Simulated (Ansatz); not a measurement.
## A computed series for AlN: response to strain

Base system: AlN in the wurtzite structure (space group P6_3mc, No. 186).

```
CELL_PARAMETERS angstrom
      3.13023     0.00000     0.00000
     -1.56512     2.71086     0.00000
      0.00000     0.00000     5.01801
ATOMIC_POSITIONS crystal
  Al 0.33333 0.66667 0.00023
  Al 0.66667 0.33333 0.50023
  N  0.33333 0.66667 0.38177
  N  0.66667 0.33333 0.88177
```

Cartesian axes are those of the cell as printed.

Strains are applied to the cell and any free atomic positions relax; under biaxial strain the out-of-plane vector relaxes too.

Level of theory: PBE/PAW in Ansatz (a quantum-chemistry and plane-wave program), scalar-relativistic without spin-orbit coupling.

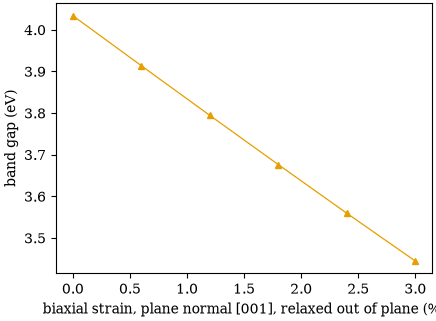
Figure: Band gap against biaxial strain, plane normal [001], relaxed out of plane

From the plot, what is the band gap for biaxial strain +1.20 %, plane normal [001], relaxed out of plane?

About 3.79 eV.

Is the trend monotonic over the range shown?

Yes, it falls throughout, spanning 3.44 eV to 4.03 eV.

No phonon test of stability was made.
